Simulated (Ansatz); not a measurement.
# ClGeH$_{3}$NSi (SMILES [SiH2-]/[NH+]=[Ge]/[Cl]) (doublet): what the fields show

Input file:

```
crystal:
  periodic: [false, false, false]
  atoms:
    - symbol: Cl
      position_ang: [-1.635182, 1.078357, -1.936321]
    - symbol: Ge
      position_ang: [-1.125132, 1.680850, 0.158814]
    - symbol: N
      position_ang: [-1.430780, 0.009790, 0.910237]
    - symbol: Si
      position_ang: [-1.396685, -0.450277, 2.601533]
    - symbol: H
      position_ang: [-0.572591, -1.686187, 2.810045]
    - symbol: H
      position_ang: [-0.810431, 0.711536, 3.341812]
    - symbol: H
      position_ang: [-1.715781, -0.708704, 0.240644]
basis:
  gaussian:
    orbitals: def2-TZVPD
magnetization:
  spin_polarized: true
  initial_magnetization: 1
hamiltonian:
  xc: pbe0
output: {forces: true, orbitals: {seedname: orbitals}}
```

Run with:

```sh
ansatz run input.yaml --threads 2 --pin off --max-ram 4350MiB --events-out events.jsonl --progress --plain --runs-dir runs
```

Geometry: B3LYP-D3(BJ)/def2-SVP.

These are results of isolated molecule in a Gaussian basis; Kohn-Sham density functional theory, functional PBE0 in Ansatz, not measurements.

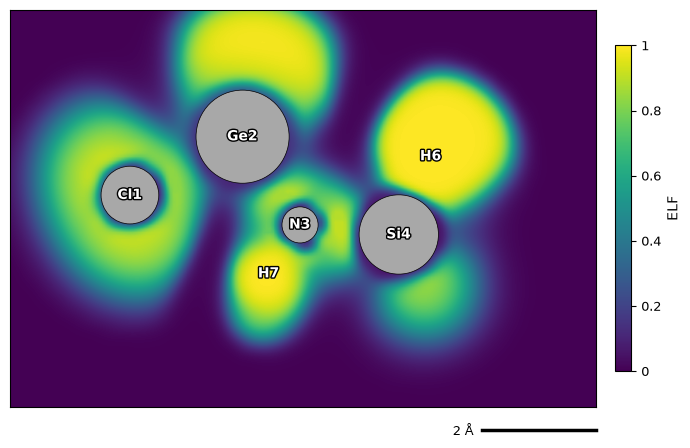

Figure 1. Electron localisation function on the plane of atoms Ge2, N3 and H7. Grey discs cover the atomic cores.

Question: Describe what can be read from this map.

Answer: Atoms in the plane: Cl, Ge, N, Si and H. Si–N (1.75 Å): the ELF peaks at about 0.90 between the atoms (a shared but strongly polarised pair). Ge–N (1.86 Å): the ELF peaks at about 0.85 in the valence shell of N, 0.7 Å from its nucleus, and is about 0.40 at the midpoint. Ge–Cl (2.24 Å): the ELF peaks at about 0.85 in the valence shell of Cl, 0.9 Å from its nucleus, and is about 0.65 at the midpoint. N–H (1.02 Å): the ELF climbs to about 1 towards the hydrogen, as it does in any bond to H (a covalent bond by its length). Si–H (1.50 Å): the ELF climbs to about 1 towards the hydrogen. The ELF also peaks beside Cl1, away from the bonds: non-bonding electrons, paired or unpaired.

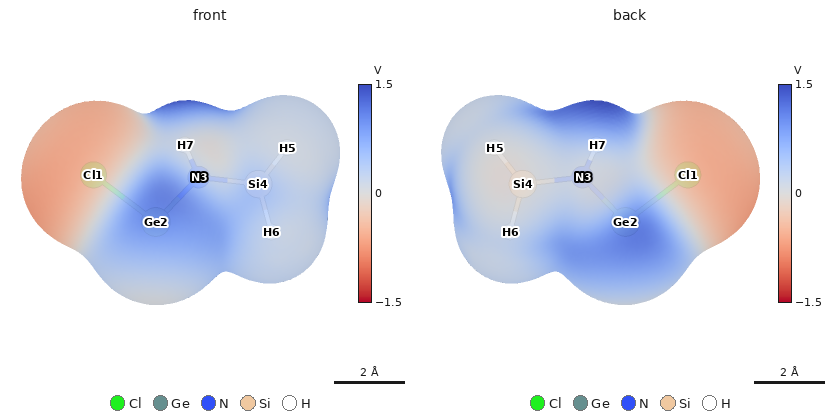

Figure 2. The electrostatic potential painted on the density surface at 0.001 e/bohr³, seen from the front and from behind; red is negative and blue positive.

Question: Where is the surface potential most negative and most positive?

Answer: The most negative region (about −0.7 V) lies over Cl1, the most positive (about +1.4 V) over H7.

Question: How polar is the molecule by this calculation?

Answer: Its dipole moment is 1.79 D.

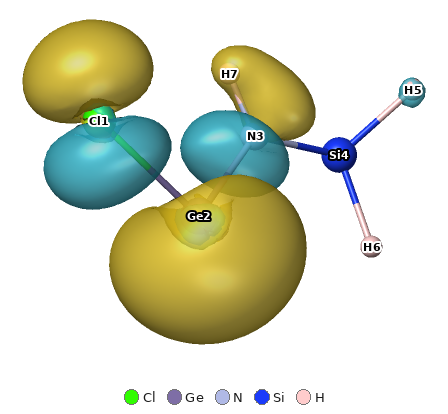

Figure 3. One frontier orbital at ±0.1 Å⁻³ᐟ² (yellow and cyan are the two phases), seen at a tilt.

Question: Which orbital is it: HOMO (β) or LUMO (β)?

Answer: The HOMO (β), at −7.82 eV. It lies mainly on Ge2 (about 55 %), Cl1 (about 30 %) and N3 (about 10 %).
